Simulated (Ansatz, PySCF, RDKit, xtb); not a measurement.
# Isomers of C7H4ClF, a sample narrowed down

A sample of isomers of C7H4ClF is drawn. Aim: find which of them has the lowest free energy at 298.15 K, then its properties. The sample is small against all isomers, and the most stable one of this formula need not be in it.

Plan: many cheap relaxations first (GFN2-xTB), then density-functional screening, relaxation at PBE-D3(BJ)/def2-SVP, vibrations (at GFN2-xTB) and a final energy. The numbers are computed, not measured.

**1. Drawing up candidates**

Isomers were taken from a list of plausible structures; this is a sample, not all of them. That gives 5 candidates, of which 1 could not be built in three dimensions.

```tsv
label	SMILES	spin
c196	C#C/C(F)=C(/C#C)CCl	singlet
c443	C#CC1(C#C)[C@@H](F)[C@@H]1Cl	singlet
c769	Fc1c(Cl)ccc2c1C2	singlet
c872	C#C/C=C(\Cl)C#CCF	singlet
```

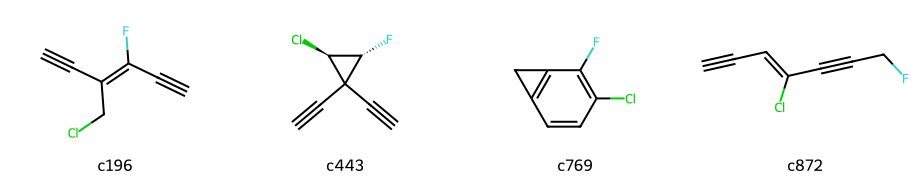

Structural formulas of the candidates.

Candidates are built by distance geometry, with a force field where one applies, in up to four conformers (letters a to d).

**2. First filter: tight binding**

All 4 starts are relaxed the same way. One of them, c872a (taken from a list of plausible isomers, embedded by distance geometry and MMFF94), in full:

Input file start.xyz:

```xyz
13
c872a
C     -1.466094    -3.065097     0.677421
C     -1.103309    -1.972898     0.675335
C     -0.669410    -0.608591     0.653466
C      0.512328    -0.160378     1.192925
C      0.813140     1.240649     1.146017
C      1.121752     2.361750     1.110047
C      1.512664     3.778369     1.059956
Cl     1.610152    -1.163991     1.937299
F      0.493917     4.476632     0.394492
H     -1.817546    -4.096329     0.660486
H     -1.295420     0.114150     0.162951
H      1.572770     4.246338     2.035182
H      2.413922     3.972050     0.459444
```

Command:

```bash
$ xtb start.xyz --gfn 2 --opt
```

Standard output (excerpt; [...] marks lines left out):

```text
* xtb version 6.7.1
[...]
          :  # basis functions                  46          :
[...]
          :  # electrons                        46          :
[...]
          :  Hamiltonian                  GFN2-xTB          :
[...]
          :  net charge                          0          :
          :  unpaired electrons                  0          :
[...]
   *** convergence criteria satisfied after 15 iterations ***
[...]
   *** GEOMETRY OPTIMIZATION CONVERGED AFTER 11 ITERATIONS ***
[...]
   *** convergence criteria satisfied after 3 iterations ***
[...]
         ::                     SUMMARY                     ::
         :::::::::::::::::::::::::::::::::::::::::::::::::::::
         :: total energy             -26.153202475385 Eh    ::
         :: gradient norm              0.001001125754 Eh/a0 ::
         :: HOMO-LUMO gap              3.095692805031 eV    ::
         ::.................................................::
         :: SCC energy               -26.587149023542 Eh    ::
         :: -> isotropic ES            0.020496013639 Eh    ::
         :: -> anisotropic ES         -0.004173512248 Eh    ::
         :: -> anisotropic XC          0.012619559581 Eh    ::
         :: -> dispersion             -0.009464450740 Eh    ::
         :: repulsion energy           0.433946548157 Eh    ::
         :: add. restraining           0.000000000000 Eh    ::
         :: total charge              -0.000000000000 e     ::
         :::::::::::::::::::::::::::::::::::::::::::::::::::::
[...]
        23        2.0000           -0.3904647             -10.6251 (HOMO)
        24                         -0.2767001              -7.5294 (LUMO)
[...]
          | TOTAL ENERGY              -26.153202475385 Eh   |
          | GRADIENT NORM               0.001001125754 Eh/α |
          | HOMO-LUMO GAP               3.095692805031 eV   |
           -------------------------------------------------
[...]
```

Run time: 0.28 s. Hardware: 2 threads of AMD EPYC 7R43 (Zen 3), shared host.

**3. Distinct minima at GFN2-xTB**

4 of the 4 relaxations converged. 4 distinct structures remain:

```tsv
label	start	SMILES after	spin	energy (kcal/mol)
c769a	drawn	Fc1c(Cl)ccc2c1C2	singlet	0.0
c872a	drawn	C#C/C=C(\Cl)C#CCF	singlet	37.5
c196a	drawn	C#C/C(F)=C(/C#C)CCl	singlet	44.2
c443a	drawn	C#CC1(C#C)[C@@H](F)[C@@H]1Cl	singlet	48.3
```

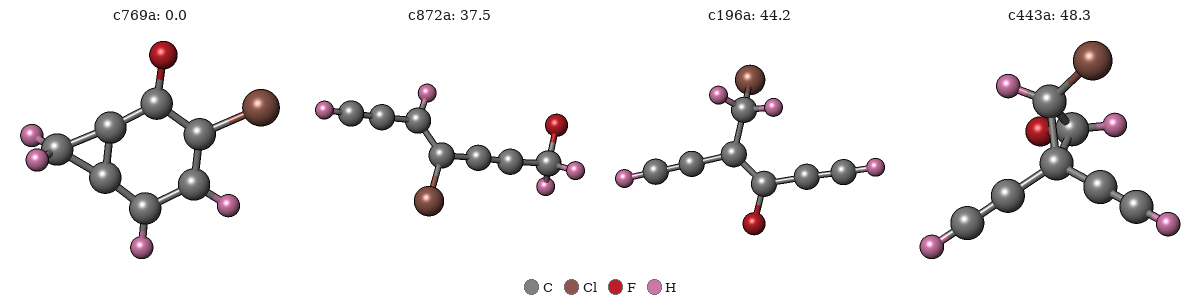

The 4 lowest minima that did not fall apart, with their GFN2-xTB energies in kcal/mol.

**4. Second filter: single points**

A choice of the minima (the low ones first, few conformers of a pattern, up to a cap) and the lowest that fell apart get a single point at r2SCAN-D4/def2-SVP on the tight-binding geometry, and one at HF/STO-3G for comparison. The lowest singlets are also tried as triplets at the same geometry (label ending in t). The first, c769a:

Input file input.yaml:

```yaml
basis:
  gaussian: {orbitals: def2-SVP}
crystal:
  periodic: [false, false, false]
  atoms:
    - {symbol: C, position_ang: [1.664280, 0.887610, 1.195811]}
    - {symbol: C, position_ang: [1.128127, -0.192858, 1.941046]}
    - {symbol: C, position_ang: [-0.203256, -0.558458, 1.846800]}
    - {symbol: C, position_ang: [-1.115794, 0.113418, 1.008537]}
    - {symbol: C, position_ang: [-0.558001, 1.136887, 0.317494]}
    - {symbol: C, position_ang: [0.769595, 1.512647, 0.402001]}
    - {symbol: C, position_ang: [-0.116184, 2.286122, -0.513171]}
    - {symbol: Cl, position_ang: [2.181292, -1.068049, 2.993345]}
    - {symbol: F, position_ang: [2.960557, 1.220858, 1.306926]}
    - {symbol: H, position_ang: [-0.547156, -1.390387, 2.440811]}
    - {symbol: H, position_ang: [-2.148374, -0.191693, 0.952814]}
    - {symbol: H, position_ang: [-0.409859, 3.288092, -0.223909]}
    - {symbol: H, position_ang: [-0.002000, 2.149840, -1.582248]}
hamiltonian: {xc: {name: r2SCAN}, dispersion: d4}
scf: {lower_state_search: off}
output: {orbitals: {seedname: orbitals}}
```

Command:

```bash
$ ansatz run input.yaml --threads 2 --pin off --max-ram 5220MiB --events-out events.jsonl --progress --plain --runs-dir runs
```

Standard output (excerpt; [...] marks lines left out):

```text
Warning: RAYON_NUM_THREADS=2 ignored (pool sized by the plan → 2); use --threads N
Functional definition: r2SCAN
  name "r2SCAN"
[...]
1681 factors; their error is unknown
[...]
mean field -22543.21592522 eV, -828.4479049114 hartree, gradient 8.0e-6 eV, S^2 0.000000; 0 other end points of the search recorded, 0 dependent functions left out
reference -22543.21593391 eV, -828.4479052305 hartree; 36, 36 occupied and 114, 114 virtual orbitals, 1681 factors
Total energy: -22543.32373676 eV, -828.4518669123 hartree
Checks for a lower state left out: stability, starts, cluster_reference, orbital_swaps, neighbouring_geometries, increment
```

It took 6 s on 2 threads of AMD EPYC 7R43 (Zen 3), shared host; peak memory 0.2 GiB.

Relative energies in kcal/mol, each column from its lowest structure that stays in one piece:

```tsv
label	SMILES	spin	GFN2-xTB	HF/STO-3G	r2SCAN-D4/def2-SVP
c769a	Fc1c(Cl)ccc2c1C2	singlet	0.0	0.0	0.0
c196a	C#C/C(F)=C(/C#C)CCl	singlet	44.2	46.4	49.9
c872a	C#C/C=C(\Cl)C#CCF	singlet	37.5	50.8	50.5
c443a	C#CC1(C#C)[C@@H](F)[C@@H]1Cl	singlet	48.3	55.6	67.1
c769at	Fc1c(Cl)ccc2c1C2	triplet	–	–	87.2
c196at	C#C/C(F)=C(/C#C)CCl	triplet	–	–	108.0
c872at	C#C/C=C(\Cl)C#CCF	triplet	–	–	108.2
```

**5. Refinement at PBE-D3(BJ)/def2-SVP**

3 candidates are relaxed at PBE-D3(BJ)/def2-SVP (chosen among the lowest in one piece). The first, c769a:

Edit input.yaml of step 4 so:

```diff
@@ -1,3 +1 @@
-basis:
-  gaussian: {orbitals: def2-SVP}
 crystal:
@@ -18,4 +16,11 @@
     - {symbol: H, position_ang: [-0.002000, 2.149840, -1.582248]}
-hamiltonian: {xc: {name: r2SCAN}, dispersion: d4}
-scf: {lower_state_search: off}
-output: {orbitals: {seedname: orbitals}}
+basis:
+  gaussian:
+    orbitals: def2-SVP
+hamiltonian:
+  xc: pbe
+  dispersion: d3bj
+scf:
+  lower_state_search: off
+relax:
+  f_tol: 0.006
```

Command:

```bash
$ ansatz run input.yaml --threads 2 --pin off --max-ram 5220MiB --events-out events.jsonl --progress --plain --runs-dir runs
```

Standard output:

```text
Warning: RAYON_NUM_THREADS=2 ignored (pool sized by the plan → 2); use --threads N
The last accepted step is kept in runs//last_step.txt (removed where the run ends without a failure and the disk answers)
Functional definition: PBE
  name "PBE"
  parameter kappa = 0.804
  parameter beta = 0.06672455060314922
  exchange = pbe_x(kappa = kappa, mu = beta*pi^2/3)
  correlation = pbe_c(beta = beta)
these checks for a lower state are left out or cut short: stability, starts, cluster_reference, orbital_swaps, neighbouring_geometries, increment
1681 factors; their error is unknown
mean field evaluation 1: about -22519.3562 eV, gradient 6.9e1 eV
mean field evaluation 2: about -22487.0376 eV, gradient 1.3e2 eV
mean field evaluation 4: about -22531.8357 eV, gradient 1.9e1 eV
mean field evaluation 8: about -22532.8040 eV, gradient 2.3e-1 eV
mean field evaluation 16: about -22532.6905 eV, gradient 9.9e-4 eV
mean field -22532.69048738 eV, -828.0611022051 hartree, gradient 5.2e-6 eV, S^2 0.000000; 0 other end points of the search recorded, 0 dependent functions left out
the calculation of the forces begins
reference -22532.69051881 eV, -828.0611033599 hartree; 36, 36 occupied and 114, 114 virtual orbitals, 1681 factors
relax step   1: F+E_penalty+E_count = -22533.08853764 eV  Δ(F+E_penalty+E_count) = +0.000e0 eV  max|allowed force component| = 9.273e-1 eV/Å  Δτ_max = 0.0000 Å  (22 SCF iters, accepted)
these checks for a lower state are left out or cut short: stability, starts, cluster_reference, orbital_swaps, neighbouring_geometries, increment
1681 factors; their error is unknown
mean field evaluation 32: about -22532.7893 eV, gradient 2.0e-6 eV
mean field -22532.78930718 eV, -828.0647337656 hartree, gradient 2.1e-6 eV, S^2 0.000000; 0 other end points of the search recorded, 0 dependent functions left out
the calculation of the forces begins
reference -22532.78933888 eV, -828.0647349307 hartree; 36, 36 occupied and 114, 114 virtual orbitals, 1681 factors
relax step   2: F+E_penalty+E_count = -22533.18515520 eV  Δ(F+E_penalty+E_count) = -9.662e-2 eV  max|allowed force component| = 4.499e-1 eV/Å  Δτ_max = 0.0373 Å  (23 SCF iters, accepted)
these checks for a lower state are left out or cut short: stability, starts, cluster_reference, orbital_swaps, neighbouring_geometries, increment
1681 factors; their error is unknown
mean field -22532.80297089 eV, -828.0652358976 hartree, gradient 2.0e-6 eV, S^2 0.000000; 0 other end points of the search recorded, 0 dependent functions left out
the calculation of the forces begins
reference -22532.80300269 eV, -828.0652370666 hartree; 36, 36 occupied and 114, 114 virtual orbitals, 1681 factors
relax step   3: F+E_penalty+E_count = -22533.19774337 eV  Δ(F+E_penalty+E_count) = -1.259e-2 eV  max|allowed force component| = 1.386e-1 eV/Å  Δτ_max = 0.0184 Å  (23 SCF iters, accepted)
[... 5 lines left out ...]
relax step   4: F+E_penalty+E_count = -22533.19841855 eV  Δ(F+E_penalty+E_count) = -6.752e-4 eV  max|allowed force component| = 5.112e-2 eV/Å  Δτ_max = 0.0024 Å  (24 SCF iters, accepted)
[... 5 lines left out ...]
relax step   5: F+E_penalty+E_count = -22533.19860861 eV  Δ(F+E_penalty+E_count) = -1.901e-4 eV  max|allowed force component| = 1.774e-2 eV/Å  Δτ_max = 0.0031 Å  (24 SCF iters, accepted)
[... 5 lines left out ...]
relax step   6: F+E_penalty+E_count = -22533.19862934 eV  Δ(F+E_penalty+E_count) = -2.073e-5 eV  max|allowed force component| = 6.714e-3 eV/Å  Δτ_max = 0.0012 Å  (24 SCF iters, accepted)
these checks for a lower state are left out or cut short: stability, starts, cluster_reference, orbital_swaps, neighbouring_geometries, increment
1681 factors; their error is unknown
mean field evaluation 64: about -22532.8036 eV, gradient 3.8e-1 eV
mean field -22532.80391840 eV, -828.0652707181 hartree, gradient 1.9e-6 eV, S^2 0.000000; 0 other end points of the search recorded, 0 dependent functions left out
the calculation of the forces begins
reference -22532.80395022 eV, -828.0652718877 hartree; 36, 36 occupied and 114, 114 virtual orbitals, 1681 factors
relax step   7: F+E_penalty+E_count = -22533.19863368 eV  Δ(F+E_penalty+E_count) = -4.345e-6 eV  max|allowed force component| = 1.483e-3 eV/Å  Δτ_max = 0.0011 Å  (24 SCF iters, accepted)
Total energy: -22533.19866551 eV, -828.0797774067 hartree
Atom 0 at     1.677463     0.883182     1.203784 Å, force     0.000101     0.001483    -0.001067 eV/Å
Atom 1 at     1.140389    -0.204620     1.954605 Å, force    -0.001409    -0.000774     0.000268 eV/Å
Atom 2 at    -0.215192    -0.580848     1.861934 Å, force     0.000490    -0.000016     0.000356 eV/Å
Atom 3 at    -1.122657     0.103147     1.014831 Å, force     0.000260    -0.001095     0.000051 eV/Å
Atom 4 at    -0.543466     1.148109     0.312430 Å, force     0.000778     0.000460     0.000355 eV/Å
Atom 5 at     0.769129     1.524380     0.392085 Å, force     0.000845     0.000877    -0.000318 eV/Å
Atom 6 at    -0.122999     2.308133    -0.533707 Å, force    -0.000484    -0.000292    -0.000182 eV/Å
Atom 7 at     2.211965    -1.078727     3.010749 Å, force     0.000162    -0.000655     0.000585 eV/Å
Atom 8 at     2.969666     1.207172     1.321420 Å, force    -0.000633    -0.000192    -0.000211 eV/Å
Atom 9 at    -0.551822    -1.430627     2.473493 Å, force    -0.000214     0.000119    -0.000252 eV/Å
Atom 10 at    -2.178357    -0.198934     0.950226 Å, force     0.000067     0.000368     0.000173 eV/Å
Atom 11 at    -0.423383     3.336094    -0.247019 Å, force    -0.000130    -0.000136     0.000174 eV/Å
Atom 12 at    -0.007509     2.177570    -1.628574 Å, force     0.000168    -0.000148     0.000066 eV/Å
Dipole moment:    -0.402748     0.075465    -0.184546 e Å
Checks for a lower state left out: stability, starts, cluster_reference, orbital_swaps, neighbouring_geometries, increment
```

It took 25 s on 2 threads of AMD EPYC 7R43 (Zen 3), shared host; peak memory 0.21 GiB.

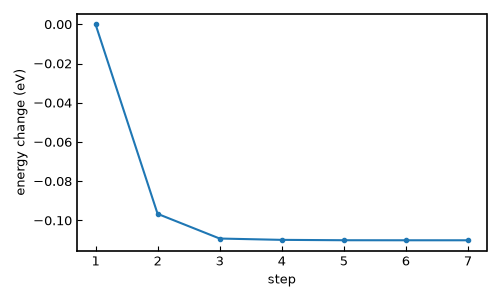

Energy along the run, all evaluated steps.

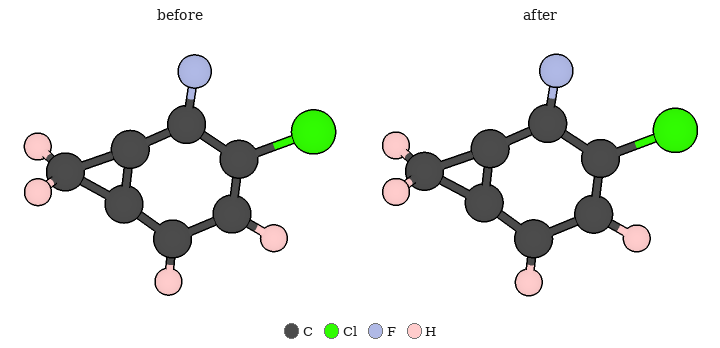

Before and after, at one scale.

After the run. Bond lengths: C1–C2 1.427 Å, C2–C3 1.410 Å, C3–C4 1.417 Å, C4–C5 1.386 Å, C1–C6 1.377 Å, C5–C6 1.368 Å, C5–C7 1.496 Å, C6–C7 1.506 Å, C2–Cl8 1.740 Å, C1–F9 1.337 Å, C3–H10 1.100 Å, C4–H11 1.100 Å, C7–H12 1.109 Å, C7–H13 1.109 Å. Some angles: C1–C2–C3 122.1°, C1–C2–Cl8 118.1°, C3–C2–Cl8 119.9°, C2–C1–C6 114.6°, C2–C1–F9 120.1°, C6–C1–F9 125.2°, C2–C3–C4 121.7°, C3–C4–C5 113.5°, C4–C5–C6 125.4°, C4–C5–C7 171.4°.

**6. Ranking at PBE-D3(BJ)/def2-SVP**

```tsv
label	spin	r2SCAN-D4/def2-SVP (kcal/mol)	PBE-D3(BJ)/def2-SVP, relaxed (kcal/mol)	time
c769a	singlet	0.0	0.0	25 s
c196a	singlet	49.9	50.3	49 s
c872a	singlet	50.5	50.4	2.6 min
```

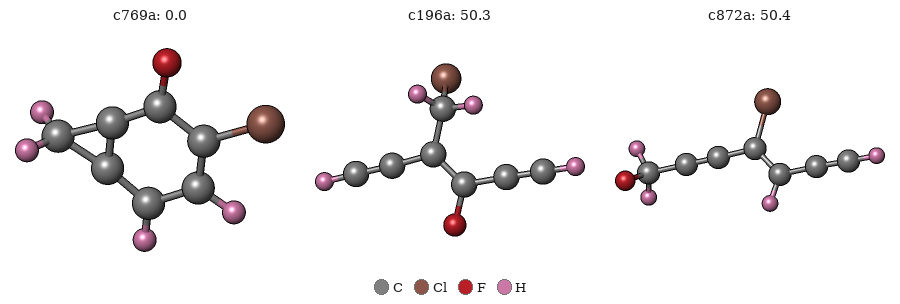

The relaxed structures, with energies at PBE-D3(BJ)/def2-SVP in kcal/mol.

**7. Are they minima? Harmonic frequencies**

The lowest few in one piece go on as finalists. In this search the thermal terms come from GFN2-xTB at its own nearest minimum. The first, c769a:

Input file start.xyz:

```xyz
13
c769a
C      1.677463     0.883182     1.203784
C      1.140389    -0.204620     1.954605
C     -0.215192    -0.580848     1.861934
C     -1.122657     0.103147     1.014831
C     -0.543466     1.148109     0.312430
C      0.769129     1.524380     0.392085
C     -0.122999     2.308133    -0.533707
Cl     2.211965    -1.078727     3.010749
F      2.969666     1.207172     1.321420
H     -0.551822    -1.430627     2.473493
H     -2.178357    -0.198934     0.950226
H     -0.423383     3.336094    -0.247019
H     -0.007509     2.177570    -1.628574
```

Command:

```bash
$ xtb start.xyz --gfn 2 --ohess tight
```

Standard output (excerpt; [...] marks lines left out):

```text
[...]
         ::                     SUMMARY                     ::
         :::::::::::::::::::::::::::::::::::::::::::::::::::::
         :: total energy             -26.212935326852 Eh    ::
         :: gradient norm              0.000247272932 Eh/a0 ::
         :: HOMO-LUMO gap              4.037898834659 eV    ::
         ::.................................................::
         :: SCC energy               -26.550074822704 Eh    ::
         :: -> isotropic ES            0.015676392505 Eh    ::
         :: -> anisotropic ES         -0.000718730504 Eh    ::
         :: -> anisotropic XC          0.004862796405 Eh    ::
         :: -> dispersion             -0.011437253056 Eh    ::
         :: repulsion energy           0.337139495852 Eh    ::
         :: add. restraining           0.000000000000 Eh    ::
         :: total charge               0.000000000000 e     ::
         :::::::::::::::::::::::::::::::::::::::::::::::::::::
[...]
          | TOTAL ENERGY              -26.212935326882 Eh   |
          | TOTAL ENTHALPY            -26.119964302250 Eh   |
          | TOTAL FREE ENERGY         -26.160772920474 Eh   |
          | GRADIENT NORM               0.000247188291 Eh/α |
[...]
```

It took 0.94 s on 2 threads of AMD EPYC 7R43 (Zen 3), shared host; peak memory 0.1 GiB.

**8. Zero-point energy and free-energy terms**

As xtb prints them, at 298.15 K, with its own treatment of low modes:

```tsv
label	SMILES	spin	lowest mode (cm⁻¹)	zero-point (kcal/mol)	G − E (kcal/mol)
c769a	Fc1c(Cl)ccc2c1C2	singlet	115	53.1	32.7
c196a	C#C/C(F)=C(/C#C)CCl	singlet	26	49.7	27.1
c872a	C#C/C=C(\Cl)C#CCF	singlet	16	49.8	26.7
```

**9. The final energy**

Each finalist gets a single point at CCSD(T)/def2-SVP + MP2/def2-TZVPP - MP2/def2-SVP.

c769a, CCSD(T)/def2-SVP:

Input file input.yaml:

```yaml
crystal:
  periodic: [false, false, false]
  atoms:
    - symbol: C
      position_ang: [1.677463, 0.883182, 1.203784]
    - symbol: C
      position_ang: [1.140389, -0.204620, 1.954605]
    - symbol: C
      position_ang: [-0.215192, -0.580848, 1.861934]
    - symbol: C
      position_ang: [-1.122657, 0.103147, 1.014831]
    - symbol: C
      position_ang: [-0.543466, 1.148109, 0.312430]
    - symbol: C
      position_ang: [0.769129, 1.524380, 0.392085]
    - symbol: C
      position_ang: [-0.122999, 2.308133, -0.533707]
    - symbol: Cl
      position_ang: [2.211965, -1.078727, 3.010749]
    - symbol: F
      position_ang: [2.969666, 1.207172, 1.321420]
    - symbol: H
      position_ang: [-0.551822, -1.430627, 2.473493]
    - symbol: H
      position_ang: [-2.178357, -0.198934, 0.950226]
    - symbol: H
      position_ang: [-0.423383, 3.336094, -0.247019]
    - symbol: H
      position_ang: [-0.007509, 2.177570, -1.628574]
basis:
  gaussian:
    orbitals: def2-SVP
correlation:
  method: ccsd_t
  frozen_orbitals: {H: 0, C: 1, Cl: 5, F: 1}
```

Command:

```bash
$ ansatz run input.yaml --threads 2 --pin off --max-ram 5220MiB --events-out events.jsonl --progress --plain --runs-dir runs
```

Standard output (excerpt; [...] marks lines left out):

```text
Warning: RAYON_NUM_THREADS=2 ignored (pool sized by the plan → 2); use --threads N
Functional definition: HF
  name "HF"
[...]
1522 factors; integrals over basis functions are off by at most 1.2e-3 eV
[...]
mean field -22471.05597105 eV, -825.7960755073 hartree, gradient 8.4e-7 eV, S^2 0.000000; 0 other end points of the search recorded, 0 dependent functions left out; unrestricted orbitals would lower it
13 core orbitals not correlated: weight in the atoms' cores, before any rotation towards them, 1.000 or more for the frozen orbitals, at most 0.000 for the correlated occupied ones
reference -22471.05597105 eV, -825.7960755073 hartree; 23, 23 occupied and 114, 114 virtual orbitals, 1522 factors
second order -33.39021192 eV of doubles, -0.00000000 eV of singles
cycle   1  -33.30443374 eV  change    8.6e-2 eV  update   1.5e-1
[...]
cycle   9  -34.44401573 eV  change   -6.3e-6 eV  update   4.8e-5
perturbative correction -1.43594987 eV, -0.0527701843 hartree
Total energy: -22506.93593665 eV, -827.1146399226 hartree
```

It took 2 min on 2 threads of AMD EPYC 7R43 (Zen 3), shared host; peak memory 1.4 GiB.

**10. c769a at MP2/def2-TZVPP**

Edit input.yaml of step 9 so:

```diff
@@ -30,6 +30,3 @@
 basis:
-  gaussian:
-    orbitals: def2-SVP
-correlation:
-  method: ccsd_t
-  frozen_orbitals: {H: 0, C: 1, Cl: 5, F: 1}
+  gaussian: {orbitals: def2-TZVPP}
+correlation: {method: mp2, frozen_orbitals: {H: 0, C: 1, Cl: 5, F: 1}}
```

Command:

```bash
$ ansatz run input.yaml --threads 2 --pin off --max-ram 5220MiB --events-out events.jsonl --progress --plain --runs-dir runs
```

Standard output (excerpt; [...] marks lines left out):

```text
Warning: RAYON_NUM_THREADS=2 ignored (pool sized by the plan → 2); use --threads N
[... 2 set-up lines as earlier in the session ...]
[...]
2143 factors; integrals over basis functions are off by at most 1.0e-3 eV
[...]
mean field -22486.66821200 eV, -826.3698147797 hartree, gradient 2.2e-6 eV, S^2 0.000000; 0 other end points of the search recorded, 0 dependent functions left out; unrestricted orbitals would lower it
[...]
13 core orbitals not correlated: weight in the atoms' cores, before any rotation towards them, 1.000 or more for the frozen orbitals, at most 0.000 for the correlated occupied ones
reference -22486.66821200 eV, -826.3698147797 hartree; 23, 23 occupied and 310, 310 virtual orbitals, 2143 factors
second order -41.71688420 eV of doubles, -0.00000000 eV of singles
Total energy: -22528.38509620 eV, -827.9028819974 hartree
```

Run time: 37 s. Hardware: 2 threads of AMD EPYC 7R43 (Zen 3), shared host; peak memory 1.3 GiB.

(Part 1 of 2 ends here.)
